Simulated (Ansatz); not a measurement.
# Scan of one atom of the cell for ZnS (wurtzite)

ZnS (wurtzite)

```
CELL_PARAMETERS angstrom
      3.84511     0.00000     0.00000
     -1.92255     3.32996     0.00000
      0.00000     0.00000     6.30566
ATOMIC_POSITIONS crystal
  Zn 0.66667 0.33333 0.99985
  Zn 0.33333 0.66667 0.49985
  S  0.66667 0.33333 0.62535
  S  0.33333 0.66667 0.12535
```

In each cell atom 1 (Zn, nearest neighbour S at 2.357 Å; its periodic images, 3.8 Å or more away, move with it) moves by s·(1.000, 0.000, 0.000) (along Cartesian x), the rest being held.

All values below come from PBE (plane waves to 420 eV, PAW, scalar-relativistic; Ansatz, an electronic-structure program). k mesh 8×8×4 (Γ-centred), Fermi-Dirac smearing 0.05 eV. The energy includes the smearing's −TS. Stress and pressure are positive under compression. ZnS was relaxed with its symmetry unable to fall. ΔE is measured from the undisplaced structure.

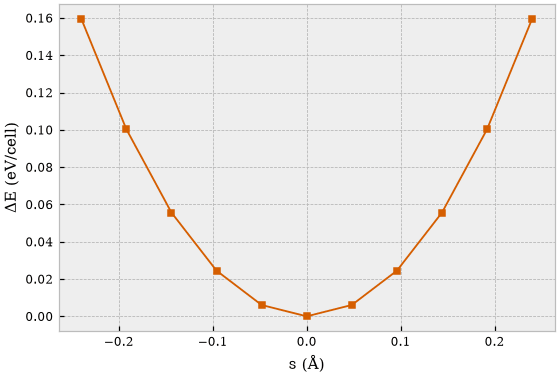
ΔE (eV/cell) against s (Å); computed points joined by lines.

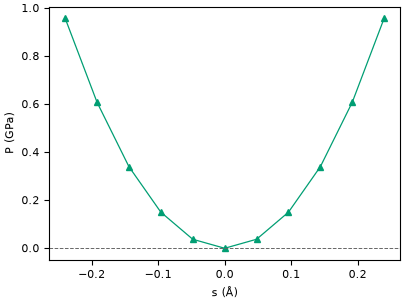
Figure. P (GPa) against s (Å); one marker a computed point.

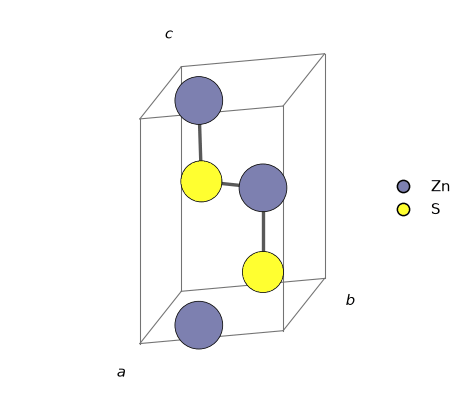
Figure. The cell of the calculation at s = 0.240 Å.

The force along the line at s = -0.240 Å comes out as 1.40 eV/Å and the force constant k = d²E/ds² at s = 0 (finite differences) is 5.27 eV/Å². The energy at s = 0.240 Å is 159.6 meV/cell. Shape of the curve: a single well with its minimum at or next to zero displacement. Harmonic estimate at the end of the scan: ½ks² = 151.8 meV/cell against the computed 159.6 meV/cell, so the well is stiffer than harmonic there.

The forces along the line at the two nearest points give (0.254 − (-0.254)) / (2·0.048) = 5.29 eV/Å²; the next pair corrects for the finite step.

(For displaced atoms, the force is minus the slope of the energy, and its curvature is a force constant, which sets phonon frequencies.)
